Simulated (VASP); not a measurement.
# ZnSe (Stilleite) with and without spin-orbit coupling, part 2 of 4

What does spin-orbit coupling change in ZnSe (Stilleite), and what does it cost? All runs use r2SCAN. The start is a cell from a database of measured crystal structures.

VASP 6.6.1, plane waves and PAW; the level of theory is named at each step.

So far. Step 2 (Reference run): The pressure is -0.29 GPa and the largest force 0.000 eV/Å. Step 3 (Bands along the symmetry lines (r2SCAN)): The path finds the gap of the mesh within 0.02 eV, so the mesh comes close to both band edges.

## 4. Bands along the symmetry lines (r2SCAN + SOC)

This step: r2SCAN, spin-orbit coupling; plane waves and PAW (Zn, Se) (VASP 6.6.1).

Levels along the symmetry lines show where the bands peak and cross; KPOINTS_OPT computes them in the converged potential. Spin-orbit coupling needs spinors and the noncollinear program, where each band holds one electron.

INCAR reads:

```
SYSTEM = ZnSe
PREC = Accurate
ENCUT = 400
EDIFF = 1E-06
NELM = 100
ISMEAR = -1
SIGMA = 0.05
LREAL = .FALSE.
ALGO = Normal
METAGGA = R2SCAN
LASPH = .TRUE.
LNONCOLLINEAR = .TRUE.
MAGMOM = 0 0 0 0 0 0
NBANDS = 30
GGA_COMPAT = .FALSE.
LSORBIT = .TRUE.
LORBIT = 11
LWAVE = .FALSE.
LCHARG = .FALSE.
KPAR = 2
```

POSCAR reads:

```
ZnSe
1.0
    0.0000000000      2.8338000000      2.8338000000
    2.8338000000      0.0000000000      2.8338000000
    2.8338000000      2.8338000000      0.0000000000
Zn Se
1 1
Direct
    0.0000000000      0.0000000000      0.0000000000
    0.2500000000      0.2500000000      0.2500000000
```

KPOINTS reads:

```
Automatic mesh
0
Gamma
6 6 6
0 0 0
```

KPOINTS_OPT reads:

```
Line mode
16
Line-mode
Reciprocal
  0.00000000   0.00000000   0.00000000 GAMMA
  0.50000000   0.00000000   0.50000000 X

  0.50000000   0.00000000   0.50000000 X
  0.50000000   0.25000000   0.75000000 W

  0.50000000   0.25000000   0.75000000 W
  0.37500000   0.37500000   0.75000000 K

  0.37500000   0.37500000   0.75000000 K
  0.00000000   0.00000000   0.00000000 GAMMA

  0.00000000   0.00000000   0.00000000 GAMMA
  0.50000000   0.50000000   0.50000000 L

  0.50000000   0.50000000   0.50000000 L
  0.62500000   0.25000000   0.62500000 U

  0.62500000   0.25000000   0.62500000 U
  0.50000000   0.25000000   0.75000000 W

  0.50000000   0.25000000   0.75000000 W
  0.50000000   0.50000000   0.50000000 L

  0.50000000   0.50000000   0.50000000 L
  0.37500000   0.37500000   0.75000000 K

  0.62500000   0.25000000   0.62500000 U
  0.50000000   0.00000000   0.50000000 X
```

The projector-augmented-wave data sets are Zn and Se (PBE family, release 64).

The run is started by

```bash
$ mpirun -np 2 vasp_ncl
```

Log:

```text
[... set-up lines as in an earlier step ...]
 entering main loop
       N       E                     dE             d eps       ncg     rms          rms(c)
DAV:   1     0.913084297882E+02    0.91308E+02   -0.71766E+03  1320   0.118E+03
DAV:   2    -0.165927680918E+02   -0.10790E+03   -0.10178E+03  1338   0.290E+02
DAV:   3    -0.275102720824E+02   -0.10918E+02   -0.10799E+02  1552   0.936E+01
DAV:   4    -0.277016836482E+02   -0.19141E+00   -0.19121E+00  1500   0.132E+01
DAV:   5    -0.277025330074E+02   -0.84936E-03   -0.84934E-03  1474   0.817E-01    0.505E+00
DAV:   6    -0.249257808739E+02    0.27768E+01   -0.13095E+00  1540   0.344E+01    0.466E+00
DAV:   7    -0.249012091280E+02    0.24572E-01   -0.39970E-01  1546   0.976E+00    0.219E+00
DAV:   8    -0.249164766479E+02   -0.15268E-01   -0.37520E-02  1448   0.191E+00    0.648E-01
DAV:   9    -0.249188403862E+02   -0.23637E-02   -0.30259E-03  1748   0.116E+00    0.219E-01
DAV:  10    -0.249189755203E+02   -0.13513E-03   -0.67748E-04  1446   0.268E-01    0.689E-02
DAV:  11    -0.249190228170E+02   -0.47297E-04   -0.16757E-04  1682   0.175E-01    0.428E-02
DAV:  12    -0.249189995120E+02    0.23305E-04   -0.13346E-04  1698   0.188E-01    0.263E-02
DAV:  13    -0.249189961410E+02    0.33709E-05   -0.35205E-05  1674   0.138E-01    0.367E-03
DAV:  14    -0.249190016061E+02   -0.54651E-05   -0.39211E-06  1616   0.369E-02    0.398E-03
DAV:  15    -0.249190004684E+02    0.11377E-05   -0.77559E-07   810   0.176E-02    0.111E-03
DAV:  16    -0.249190001307E+02    0.33773E-06   -0.99293E-08   768   0.302E-03
   1 F= -.24919000E+02 E0= -.24919000E+02  d E =-.673303E-09  mag=     0.0000    -0.0000     0.0000
 Start KPOINTS_OPT (optional k-point list driver)
k-point batch [1-22\160]
       N       E                     dE             ncg
DAV:   1     0.861672394610E+03   -0.64194E+04     1328
DAV:   2    -0.150822317587E+04   -0.23699E+04     1320
DAV:   3    -0.174405390567E+04   -0.23583E+03     1602
DAV:   4    -0.174799154366E+04   -0.39376E+01     1574
DAV:   5    -0.174800795747E+04   -0.16414E-01     1564
DAV:   6    -0.174800808798E+04   -0.13052E-03     1574
DAV:   7    -0.174800808949E+04   -0.15079E-05     1370
DAV:   8    -0.174800808956E+04   -0.70634E-07     1208
[...]
k-point batch [155-160\160]
       N       E                     dE             ncg
DAV:   1     0.881137109201E+04   -0.30753E+04      360
DAV:   2     0.816799018135E+04   -0.64338E+03      360
DAV:   3     0.810320413923E+04   -0.64786E+02      446
DAV:   4     0.810220572833E+04   -0.99841E+00      460
DAV:   5     0.810220193797E+04   -0.37904E-02      436
DAV:   6     0.810220190844E+04   -0.29532E-04      468
DAV:   7     0.810220190814E+04   -0.30297E-06      380
```

It took 6.2 min on 2 MPI ranks of Intel Xeon 6975P-C (Granite Rapids), shared host; peak memory 0.57 GiB.

From OUTCAR (step 4):

```text
The static configuration has the point symmetry T_d .

 Found     22 irreducible k-points:

   k-points           NKPTS =     22   k-points in BZ     NKDIM =     22   number of bands    NBANDS=     30

   NELECT =      18.0000    total number of electrons

 E-fermi :   2.3119

 k-point     1 :       0.0000    0.0000    0.0000
  band No.  band energies     occupation
    ...
     14       1.0532      1.00000
     15       1.4246      1.00000
     16       1.4246      1.00000
     17       1.4246      1.00000
     18       1.4246      1.00000
     19       3.1654      0.00000
     20       3.1654      0.00000
     21       7.5195      0.00000
     22       7.5195      0.00000
     23       7.6599      0.00000
    ...

 k-point     2 :       0.1667    0.0000    0.0000
  band No.  band energies     occupation
    ...
     14      -0.5632      1.00000
     15       0.9336      1.00000
     16       0.9336      1.00000
     17       1.1589      1.00000
     18       1.1711      1.00000
     19       4.3727      0.00000
     20       4.3727      0.00000
     21       7.6723      0.00000
     22       7.6723      0.00000
     23       7.9789      0.00000
    ...

  Total       -0.0825306     -0.0825306     -0.0825306     -0.0000000      0.0000000     -0.0000000
  in kB       -2.9052798     -2.9052798     -2.9052798     -0.0000000      0.0000000     -0.0000000
  external PRESSURE =      -2.9052798 kB  Pullay stress =       0.0000000 kB

 POSITION                                       TOTAL-FORCE (eV/Angst)
 -----------------------------------------------------------------------------------
      0.00000      0.00000      0.00000        -0.000000     -0.000000      0.000000
      1.41690      1.41690      1.41690         0.000000      0.000000     -0.000000
 -----------------------------------------------------------------------------------
    total drift:                                0.000001      0.000001      0.000001

  FREE ENERGIE OF THE ION-ELECTRON SYSTEM (eV)
  ---------------------------------------------------
  free  energy   TOTEN  =       -24.9190001307 eV

  energy  without entropy=      -24.9190001300  energy(sigma->0) =      -24.91900013

 Spin-Orbit-Coupling matrix elements
 Ion:    1  E_soc:     -0.0082065
 Ion:    2  E_soc:     -0.0343729

 total charge
# of ion       s       p       d       tot
------------------------------------------
    1        0.511   0.443   9.802  10.756
    2        1.430   2.485   0.030   3.944
--------------------------------------------------
tot          1.941   2.928   9.832  14.701

 magnetization (x)
# of ion       s       p       d       tot
------------------------------------------
    1       -0.000   0.000   0.000   0.000
    2        0.000   0.000  -0.000  -0.000
--------------------------------------------------
tot         -0.000   0.000  -0.000   0.000

 magnetization (y)
# of ion       s       p       d       tot
------------------------------------------
    1        0.000   0.000   0.000   0.000
    2        0.000  -0.000  -0.000  -0.000
--------------------------------------------------
tot          0.000   0.000  -0.000   0.000

 magnetization (z)
# of ion       s       p       d       tot
------------------------------------------
    1       -0.000   0.000  -0.000  -0.000
    2       -0.000  -0.000  -0.000  -0.000
--------------------------------------------------
tot         -0.000  -0.000  -0.000  -0.000

[... 6 parts as in an earlier step ...]

[... 6 further parts left out ...]
```

Numbers from this step:

```
SCF cycles                        : 16
bands                             : 30
irreducible k-points              : 22
free energy (TOTEN)               : -24.92 eV
Fermi energy                      : 2.312 eV
pressure                          : -0.2905 GPa
least gap on mesh and path        : 1.741 eV
least direct gap on mesh and path : 1.741 eV
```

On-site spin-orbit energy by atom:

| atom | on-site spin-orbit energy (eV) |
| --- | --- |
| Zn1 | -0.0082 |
| Se2 | -0.0344 |

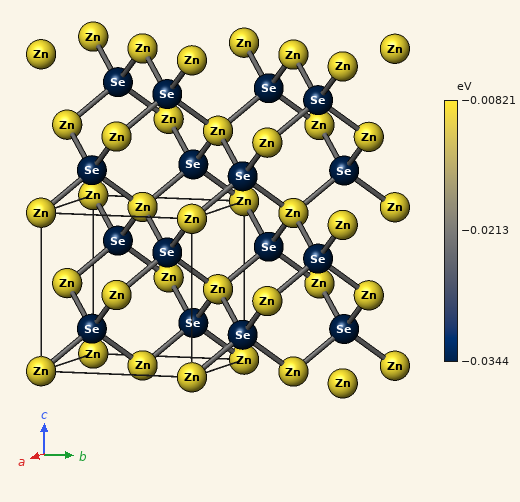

Atoms coloured by on-site spin-orbit energy. Bonds to atoms that aren't drawn are left out. 1×2×2 conventional cells are drawn. Some periodic images of atoms are drawn too.

The electronic bands at the labelled points (eV, zero at the valence-band top; v1 is the highest filled band, c1 the lowest empty one):

| point | v4 | v3 | v2 | v1 | c1 | c2 | c3 | c4 |
| --- | --- | --- | --- | --- | --- | --- | --- | --- |
| Γ | 0.00 | 0.00 | 0.00 | 0.00 | 1.74 | 1.74 | 6.09 | 6.09 |
| X | -2.44 | -2.44 | -2.27 | -2.27 | 3.21 | 3.21 | 3.75 | 3.75 |
| W | -3.05 | -2.88 | -2.81 | -2.80 | 5.67 | 5.71 | 5.91 | 6.03 |
| K | -3.33 | -3.22 | -1.95 | -1.95 | 3.86 | 3.86 | 5.88 | 5.98 |
| Γ | 0.00 | 0.00 | 0.00 | 0.00 | 1.74 | 1.74 | 6.09 | 6.09 |
| L | -1.12 | -1.12 | -0.90 | -0.90 | 2.93 | 2.93 | 6.71 | 6.71 |
| U | -3.33 | -3.22 | -1.95 | -1.95 | 3.86 | 3.86 | 5.88 | 5.98 |
| W | -3.05 | -2.88 | -2.81 | -2.80 | 5.67 | 5.71 | 5.91 | 6.03 |
| L | -1.12 | -1.12 | -0.90 | -0.90 | 2.93 | 2.93 | 6.71 | 6.71 |
| K | -3.33 | -3.22 | -1.95 | -1.95 | 3.86 | 3.86 | 5.88 | 5.98 |
| jump to U | -3.33 | -3.22 | -1.95 | -1.95 | 3.86 | 3.86 | 5.88 | 5.98 |
| X | -2.44 | -2.44 | -2.27 | -2.27 | 3.21 | 3.21 | 3.75 | 3.75 |

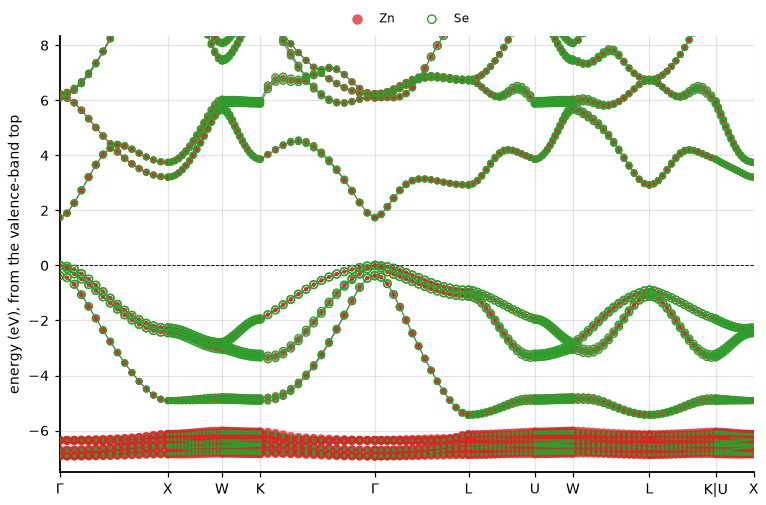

Electronic bands along the path; dots are coloured as in the legend, and their area grows with the weight.

The gap is 1.74 eV, direct at Γ. Spin-orbit coupling moves it by -0.12 eV. The run took 6.0 times the core time, with 30 spinor bands against 21. The valence top at Γ, threefold or sixfold with spin, splits into a fourfold and a twofold level, 0.37 eV apart.

## 5. Total and projected DOS (r2SCAN)

This step: r2SCAN; plane waves and PAW (Zn, Se) (VASP 6.6.1).

Here the states are counted by energy and projected on the atoms.

INCAR reads:

```
SYSTEM = ZnSe
PREC = Accurate
ENCUT = 400
EDIFF = 1E-06
NELM = 100
ISMEAR = -5
SIGMA = 0.05
LREAL = .FALSE.
ALGO = Normal
METAGGA = R2SCAN
LASPH = .TRUE.
NBANDS = 21
LORBIT = 11
LWAVE = .FALSE.
LCHARG = .FALSE.
KPAR = 2
NEDOS = 2001
```

POSCAR is that of step 4.

KPOINTS is that of step 4.

The run is started by

```bash
$ mpirun -np 2 vasp_std
```

Log:

```text
[... set-up lines as in an earlier step ...]
 entering main loop
       N       E                     dE             d eps       ncg     rms          rms(c)
DAV:   1     0.742629777032E+02    0.74263E+02   -0.71304E+03   680   0.820E+02
DAV:   2    -0.201062132205E+02   -0.94369E+02   -0.86302E+02   708   0.207E+02
DAV:   3    -0.276094418368E+02   -0.75032E+01   -0.74392E+01   780   0.583E+01
DAV:   4    -0.276791643870E+02   -0.69723E-01   -0.69703E-01   790   0.578E+00
DAV:   5    -0.276793659901E+02   -0.20160E-03   -0.20160E-03   752   0.301E-01    0.503E+00
DAV:   6    -0.249130874799E+02    0.27663E+01   -0.99656E-01   692   0.242E+01    0.467E+00
DAV:   7    -0.248831229210E+02    0.29965E-01   -0.26666E-01   782   0.658E+00    0.224E+00
DAV:   8    -0.248966328284E+02   -0.13510E-01   -0.31526E-02   772   0.129E+00    0.540E-01
DAV:   9    -0.248983002124E+02   -0.16674E-02   -0.37104E-03   827   0.114E+00    0.101E-01
DAV:  10    -0.248984765824E+02   -0.17637E-03   -0.85682E-04   725   0.284E-01    0.616E-02
DAV:  11    -0.248984545445E+02    0.22038E-04   -0.52118E-04   817   0.474E-01    0.624E-02
DAV:  12    -0.248984340724E+02    0.20472E-04   -0.20889E-04   839   0.317E-01    0.872E-03
DAV:  13    -0.248984414002E+02   -0.73278E-05   -0.11797E-05   806   0.489E-02    0.483E-03
DAV:  14    -0.248984414259E+02   -0.25680E-07   -0.19344E-06   603   0.170E-02
   1 F= -.24898441E+02 E0= -.24898441E+02  d E =0.000000E+00
```

Wall time 27 s (2 MPI ranks); peak memory 0.3 GiB.

OUTCAR, selected parts (step 5):

```text
   NELECT =      18.0000    total number of electrons

 E-fermi :   1.3124

  Total       -0.0846340     -0.0846340     -0.0846340     -0.0000000     -0.0000000     -0.0000000
  in kB       -2.9793253     -2.9793253     -2.9793253     -0.0000000     -0.0000000     -0.0000000
  external PRESSURE =      -2.9793253 kB  Pullay stress =       0.0000000 kB

 POSITION                                       TOTAL-FORCE (eV/Angst)
 -----------------------------------------------------------------------------------
      0.00000      0.00000      0.00000        -0.000000     -0.000000     -0.000000
      1.41690      1.41690      1.41690         0.000000      0.000000      0.000000
 -----------------------------------------------------------------------------------
    total drift:                                0.000005      0.000005      0.000006

  FREE ENERGIE OF THE ION-ELECTRON SYSTEM (eV)
  ---------------------------------------------------
  free  energy   TOTEN  =       -24.8984414259 eV

  energy  without entropy=      -24.8984414259  energy(sigma->0) =      -24.89844143

[... 16 parts as in an earlier step ...]

[... 2 further parts left out ...]
```

This step gave:

* SCF cycles: 14
* bands: 21
* irreducible k-points: 16
* free energy (TOTEN): -24.90 eV
* Fermi energy: 1.312 eV
* pressure: -0.2979 GPa

The density of states has structure finer than the step of the table below, so its rows give means over 2 eV, whole bins alone (the curve runs from -12.0 to 9.77 eV). Peaks (eV: height): total -6.6: 26.5, -6.3: 30.5, -4.7: 3.91; Se p -6.6: 1.10, -4.7: 1.04, -2.6: 0.703, -1.2: 0.903; Zn s -6.6: 0.147, -4.7: 0.877, 4.3: 0.381; Zn d -6.6: 23.3, -6.3: 29.4; Zn p -1.8: 0.185, 6.2: 0.217, 7.3: 0.392, 9.5: 0.193.

States under -12.0 eV and over 9.8 eV are left out. Table of density of states by energy, zero at the valence-band top; means over each step; values in states/eV/cell:

| energy (eV) | total | Se p | Zn s | Zn d | Zn p |
| --- | --- | --- | --- | --- | --- |
| -8 | 0 | 0 | 0 | 0 | 0 |
| -6 | 5.02 | 0.106 | 0.0234 | 4.60 | 0.00712 |
| -4 | 0.900 | 0.240 | 0.174 | 0.0995 | 0.0209 |
| -2 | 1.75 | 0.726 | 0.0310 | 0.132 | 0.151 |
| 0 | 0.345 | 0.170 | 0.00105 | 0.0326 | 0.0235 |
| 2 | 0.00984 | 0.00114 | 0.00258 | 0 | 2.4e-4 |
| 4 | 0.996 | 0.119 | 0.200 | 0.0271 | 0.0568 |
| 6 | 1.07 | 0.122 | 0.0762 | 0.0349 | 0.130 |
| 8 | 1.36 | 0.156 | 0.0224 | 0.0471 | 0.229 |

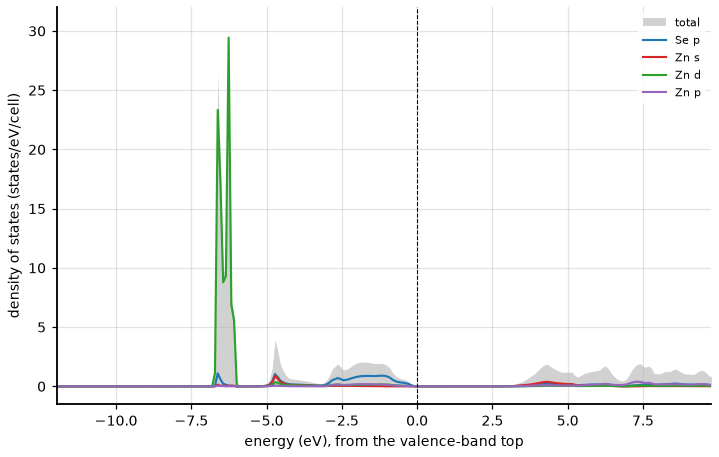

Density of states against energy.

The gap on this mesh is 1.86 eV. In the top eV of the valence band the largest shares in the PAW spheres are Se p 50 %, Zn d 10 % and Zn p 7 %. The rest lies in smaller channels or between the spheres.

[end of part 2 of 4]

[Lines on the potential files, build, host, timing and source positions are cut from VASP's logs without a mark.]

[Logs are printed without paths, hosts, clocks, repeated set-up lines and the standing remarks that a program may print on its own settings, such as how far it seeks lower states.]

[Hosts, paths, dates, database ids (printed as entryN), source tags and the programs' standing remarks are cut or masked in the printed files.]

[A measured line is paired with the nearest computed mode of its activity, which favours agreement.]
